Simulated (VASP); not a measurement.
Band structure of CdI$_{2}$ (space group P-3m1). Computed with PBE GGA, VASP's PBE PAW potentials (set 64) (plane waves; VASP 6.6.1).

The path is coarsely sampled, so an indirect gap can come out somewhat too large. Unless said otherwise, spin-orbit coupling is left out, though it shifts the bands of the heavy elements here.

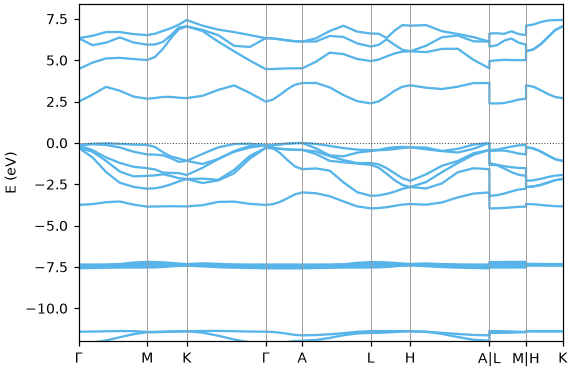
Figure: Bands along high-symmetry lines, zero at the valence-band maximum or, without a gap, the Fermi level

Read the plot: is there a gap, and where are the band edges?

The gap is indirect, 2.39 eV, from the valence maximum at A to the conduction minimum at L-M at 0.20.

The structure is a typed CdI2 crystal (P-3m1). The cell was not relaxed at this level.
